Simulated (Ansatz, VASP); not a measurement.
**Cross-check of V (V(110)) between VASP and Ansatz**

One calculation is typed for both programs; each brings its own data sets and cutoff. How far apart do they land?

Method: plane waves, with VASP 6.6.1 beside it; single point at PBE, single point at LDA and single point at r2SCAN, in Ansatz 0.2.0.

### 1. The structure

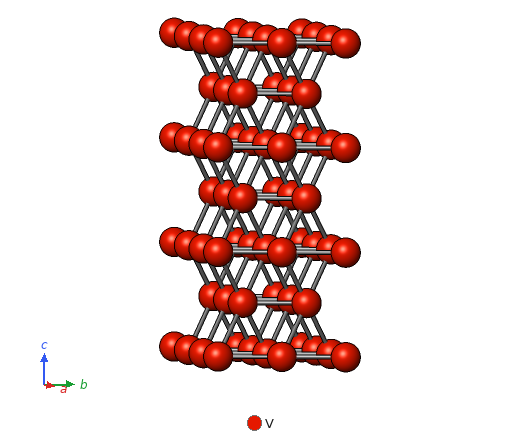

Start, viewed from the side, with the c axis up; vanadium red. 3×2×1 cells are drawn. Some periodic images of atoms are drawn too.

The cell holds 7 atoms: 7 V. Cell: a = 2.615 Å, b = 2.615 Å, c = 30.813 Å, α = 90.0°, β = 90.0°, γ = 70.5°. Vacuum lies along c.

As a file:

```xyz
7
Lattice="2.1355 -1.5100 0.0000 2.1355 1.5100 0.0000 0.0000 0.0000 30.8128" Properties=species:S:1:pos:R:3
V     0.0000    0.0000    9.0000
V     2.1355    0.0000   11.1355
V     0.0000    0.0000   13.2709
V     2.1355    0.0000   15.4064
V     0.0000    0.0000   17.5418
V     2.1355    0.0000   19.6773
V     0.0000    0.0000   21.8128
```

### 2. VASP: single point, PBE

With cell and atoms fixed, the geometry can't cause a difference; cores, projectors, grids and the points listed under the comparison can.

Lines of VASP's logs that name or quote its potential files are left out, and so is its time.

File INCAR:

```
SYSTEM = V
PREC = Normal
ENCUT = 350
EDIFF = 1E-06
NELM = 120
ISMEAR = 1
SIGMA = 0.02
LREAL = .FALSE.
ALGO = Normal
GGA = PE
NBANDS = 28
ISPIN = 2
MAGMOM = 2 2 2 2 2 2 2
LMAXMIX = 4
LORBIT = 11
LWAVE = .FALSE.
LCHARG = .FALSE.
KPAR = 4
IDIPOL = 3
LDIPOL = .TRUE.
DIPOL = 0.5 0.5 0.5
LVHAR = .TRUE.
LVACPOTAV = .TRUE.
```

File POSCAR:

```
V
1.0
    2.1354624792     -1.5100000000      0.0000000000
    2.1354624792      1.5100000000      0.0000000000
    0.0000000000      0.0000000000     30.8127748751
V
7
Direct
    0.0000000000      0.0000000000      0.2920866438
    0.5000000000      0.5000000000      0.3613910959
    0.0000000000      0.0000000000      0.4306955479
    0.5000000000      0.5000000000      0.5000000000
    0.0000000000      0.0000000000      0.5693044521
    0.5000000000      0.5000000000      0.6386089041
    0.0000000000      0.0000000000      0.7079133562
```

File KPOINTS:

```
Automatic mesh
0
Gamma
10 10 1
0 0 0
```

The projector-augmented-wave data sets are V (PBE family, release 64).

The run is started by

```sh
$ mpirun -np 4 vasp_std
```

Numbers of over 12 decimals in the logs are rounded to 6 here.

Output:

```text
[banner, memory and clock lines left out]
running    4 mpi-ranks, on    1 nodes
 distrk:  each k-point on    1 cores,    4 groups
 distr:  one band on    1 cores,    1 groups

 POSCAR found type information on POSCAR V
 POSCAR found :  1 types and       7 ions
 LDA part: xc-table for (Slater+PW92), standard interpolation
 POSCAR, INCAR and KPOINTS ok, starting setup
 FFT: planning ... GRIDC
 FFT: planning ... GRID_SOFT
 FFT: planning ... GRID
 WAVECAR not read
 entering main loop
       N       E                     dE             d eps       ncg     rms          rms(c)
DAV:   1     0.220980117131E+03    0.22098E+03   -0.95880E+03  3480   0.900E+02
DAV:   2    -0.360157844283E+02   -0.25700E+03   -0.24184E+03  3496   0.248E+02
DAV:   3    -0.669868535693E+02   -0.30971E+02   -0.28262E+02  5404   0.104E+02
DAV:   4    -0.692563940652E+02   -0.22695E+01   -0.21969E+01  5464   0.378E+01
DAV:   5    -0.693395807071E+02   -0.83187E-01   -0.82308E-01  5768   0.560E+00    0.320E+01
DAV:   6    -0.185798712974E+03   -0.11646E+03   -0.97129E+02  6896   0.188E+02    0.119E+02
DAV:   7    -0.797941477471E+02    0.10600E+03   -0.21862E+02  5332   0.110E+02    0.492E+01
DAV:   8    -0.855487138464E+02   -0.57546E+01   -0.97726E+02  6776   0.172E+02    0.530E+01
DAV:   9    -0.755602826355E+02    0.99884E+01   -0.15768E+02  4604   0.143E+02    0.352E+01
DAV:  10    -0.644226558912E+02    0.11138E+02   -0.12679E+02  6252   0.132E+02    0.289E+01
DAV:  11    -0.556748756468E+02    0.87478E+01   -0.60664E+01  6656   0.668E+01    0.139E+01
DAV:  12    -0.557161475843E+02   -0.41272E-01   -0.56923E+00  5900   0.217E+01    0.128E+01
DAV:  13    -0.557950949779E+02   -0.78947E-01   -0.10242E+00  5952   0.121E+01    0.125E+01
DAV:  14    -0.555600263600E+02    0.23507E+00   -0.89380E-01  5928   0.108E+01    0.108E+01
[...]
DAV:  63    -0.604572858043E+02   -0.15688E-03   -0.34765E-05  5744   0.346E-02    0.374E-02
DAV:  64    -0.604575193752E+02   -0.23357E-03   -0.45368E-05  5784   0.394E-02    0.285E-02
DAV:  65    -0.604576600233E+02   -0.14065E-03   -0.46840E-05  5244   0.362E-02    0.235E-02
DAV:  66    -0.604575710633E+02    0.88960E-04   -0.11945E-05  4764   0.281E-02    0.206E-02
DAV:  67    -0.604576413561E+02   -0.70293E-04   -0.13152E-05  5600   0.270E-02    0.212E-02
DAV:  68    -0.604576886191E+02   -0.47263E-04   -0.12102E-05  5748   0.239E-02    0.186E-02
DAV:  69    -0.604577275358E+02   -0.38917E-04   -0.13442E-05  5652   0.241E-02    0.125E-02
DAV:  70    -0.604577266577E+02    0.87814E-06   -0.89235E-06  5160   0.209E-02
|                                                                             |
|           W    W    AA    RRRRR   N    N  II  N    N   GGGG   !!!           |
|           W    W   A  A   R    R  NN   N  II  NN   N  G    G  !!!           |
|           W    W  A    A  R    R  N N  N  II  N N  N  G       !!!           |
|           W WW W  AAAAAA  RRRRR   N  N N  II  N  N N  G  GGG   !            |
|           WW  WW  A    A  R   R   N   NN  II  N   NN  G    G                |
|           W    W  A    A  R    R  N    N  II  N    N   GGGG   !!!           |
|                                                                             |
|     Did not find any points to average over, which means that no vacuum     |
|     field-free region was found. Please increase the size of  your cell     |
|     in the dimension of the dipole correction to obtain accurate            |
|     workfunction values.                                                    |
|                                                                             |

   1 F= -.60457727E+02 E0= -.60457760E+02  d E =0.991686E-04  mag=     0.0199
```

From OUTCAR (step 2):

```text
ion  position               nearest neighbor table
   1  0.000  0.000  0.292-   2 2.62   2 2.62   2 3.02   2 3.02
   2  0.500  0.500  0.361-   3 2.62   3 2.62   1 2.62   1 2.62   3 3.02   3 3.02   1 3.02   1 3.02

  LATTYP: Found a base centered orthorhombic cell.
 ALAT       =     3.0200000000
 B/A-ratio  =     1.4142135624
 C/A-ratio  =    10.2029055878

 Subroutine GETGRP returns: Found  8 space group operations
 (whereof  8 operations were pure point group operations)

The static configuration has the point symmetry D_2h.

 Found     31 irreducible k-points:

   k-points           NKPTS =     31   k-points in BZ     NKDIM =     31   number of bands    NBANDS=     28

   dimension x,y,z NGX =    12 NGY =   12 NGZ =  144
   dimension x,y,z NGXF=    24 NGYF=   24 NGZF=  288

   ENCUT  =  350.0 eV  25.72 Ry    5.07 a.u.   3.99  3.99 47.00*2*pi/ulx,y,z

   NELECT =      35.0000    total number of electrons

 k-points in reciprocal lattice and weights: Automatic mesh
   0.00000000  0.00000000  0.00000000       0.010
   0.10000000  0.00000000  0.00000000       0.040
   0.20000000  0.00000000  0.00000000       0.040
   0.30000000  0.00000000  0.00000000       0.040
   0.40000000 -0.00000000  0.00000000       0.040
   0.50000000  0.00000000  0.00000000       0.020
   0.10000000  0.10000000  0.00000000       0.020
   0.20000000  0.10000000  0.00000000       0.040
   0.30000000  0.10000000  0.00000000       0.040
[...]
-0.40000000  0.40000000  0.00000000       0.020
   0.50000000  0.50000000  0.00000000       0.010

 dipolmoment           0.000000      0.000000     -0.000000 electrons x Angstroem

 average (electrostatic) potential at core
       1 -45.0751       2 -44.9517       3 -44.8930       4 -44.8674       5 -44.8930
       6 -44.9517       7 -45.0751

 E-fermi :   0.5514

 spin component 1
 k-point     1 :       0.0000    0.0000    0.0000
  band No.  band energies     occupation
    ...
     10      -0.2019      1.00000
     11       0.0699      1.00000
     12       0.2417      1.00000
     13       0.2568      1.00000
     14       0.3560      1.00000
     15       0.6134     -0.00005
     16       0.6198     -0.00001
     17       0.7228     -0.00000
     18       0.8060     -0.00000
     19       0.8234     -0.00000
    ...

 k-point     2 :       0.1000    0.0000    0.0000
  band No.  band energies     occupation
    ...
     12       0.1583      1.00000
     13       0.2024      1.00000
     14       0.3606      1.00000
     15       0.4659      1.00000
     16       0.4816      1.00000
     17       0.5752     -0.03523
     18       0.6982     -0.00000
     19       0.7386     -0.00000
     20       0.9249     -0.00000
     21       0.9931      0.00000
    ...

 k-point     3 :       0.2000    0.0000    0.0000
  band No.  band energies     occupation
    ...
     16       0.3071      1.00000
     17       0.3081      1.00000
     18       0.3892      1.00000
     19       0.4415      1.00000
     20       0.4958      1.00030
     21       0.5885     -0.01251
     22       1.4707      0.00000
     23       1.4764      0.00000
     24       1.9513      0.00000
     25       2.2927      0.00000
    ...

 k-point     4 :       0.3000    0.0000    0.0000
  band No.  band energies     occupation
    ...
     17       0.1844      1.00000
     18       0.3122      1.00000
     19       0.3659      1.00000
     20       0.4451      1.00000
     21       0.4885      1.00004
     22       2.1776      0.00000
     23       2.1779      0.00000
     24       2.3454      0.00000
     25       2.4285      0.00000
     26       2.5544      0.00000
    ...

 k-point     5 :       0.4000   -0.0000    0.0000
  band No.  band energies     occupation
    ...
     13      -0.3605      1.00000
     14      -0.3154      1.00000
     15       0.0569      1.00000
     16       0.1948      1.00000
     17       0.4161      1.00000
     18       0.7246     -0.00000
     19       1.0545      0.00000
     20       1.2630      0.00000
     21       1.4854      0.00000
     22       2.4154      0.00000
    ...

 k-point     6 :       0.5000    0.0000    0.0000
  band No.  band energies     occupation
    ...
     12      -0.5123      1.00000
     13      -0.5059      1.00000
     14      -0.4722      1.00000
     15       0.1725      1.00000
     16       0.3246      1.00000
     17       0.6442     -0.00000
     18       1.0130      0.00000
     19       1.4522      0.00000
     20       1.8269      0.00000
     21       2.2487      0.00000
    ...

  Total       -7.8190856     -6.3907201     -5.3860125     -0.0000000      0.0000000      0.0000000
  in kB      -63.0429967    -51.5265041    -43.4258410     -0.0000000      0.0000000      0.0000000
  external PRESSURE =     -52.6651140 kB  Pullay stress =       0.0000000 kB

  energy-cutoff  :      350.00
  volume of cell :      198.71
      direct lattice vectors                 reciprocal lattice vectors
     2.135462479 -1.510000000  0.000000000     0.234141318 -0.331125828  0.000000000
     2.135462479  1.510000000  0.000000000     0.234141318  0.331125828  0.000000000
     0.000000000  0.000000000 30.812774875     0.000000000  0.000000000  0.032454072

 POSITION                                       TOTAL-FORCE (eV/Angst)
 -----------------------------------------------------------------------------------
      0.00000      0.00000      9.00000        -0.000000      0.000000      0.694697
      2.13546      0.00000     11.13546        -0.000000      0.000000     -0.349940
      0.00000      0.00000     13.27092         0.000000      0.000000     -0.132009
      2.13546      0.00000     15.40639         0.000000      0.000000      0.000000
      0.00000      0.00000     17.54185         0.000000      0.000000      0.132009
      2.13546      0.00000     19.67731        -0.000000      0.000000      0.349940
      0.00000      0.00000     21.81277         0.000000      0.000000     -0.694697
 -----------------------------------------------------------------------------------
    total drift:                                0.000000      0.000000      0.000000

  FREE ENERGIE OF THE ION-ELECTRON SYSTEM (eV)
  ---------------------------------------------------
  free  energy   TOTEN  =       -60.4577266577 eV

  energy  without entropy=      -60.4578258264  energy(sigma->0) =      -60.45775971

 vacuum level on the upper side and lower side of the slab         5.349         5.349

 total charge
# of ion       s       p       d       tot
------------------------------------------
    1        0.540   0.442   3.454   4.437
    2        0.562   0.647   3.484   4.693
    3        0.565   0.645   3.493   4.703
    4        0.566   0.639   3.502   4.707
    5        0.565   0.645   3.493   4.703
    6        0.562   0.647   3.484   4.693
    7        0.540   0.442   3.454   4.437
--------------------------------------------------
tot          3.899   4.108  24.366  32.373

 magnetization (x)
# of ion       s       p       d       tot
------------------------------------------
    1        0.000   0.001   0.001   0.002
    2        0.000   0.000   0.002   0.002
    3        0.000   0.000   0.004   0.005
    4        0.000   0.000   0.003   0.003
    5        0.000   0.000   0.004   0.005
    6        0.000   0.000   0.002   0.002
    7        0.000   0.001   0.001   0.002
--------------------------------------------------
tot          0.000   0.002   0.017   0.020

[... 6 further parts left out ...]
```

(Part 1 of 3 ends here.)

[Lines on the potential files, build, host, timing and source positions are cut from VASP's logs without a mark.]

[Logs are printed without paths, hosts, clocks, repeated set-up lines and the standing remarks that a program may print on its own settings, such as how far it seeks lower states.]

[Hosts, paths, dates, database ids (printed as entryN), source tags and the programs' standing remarks are cut or masked in the printed files.]
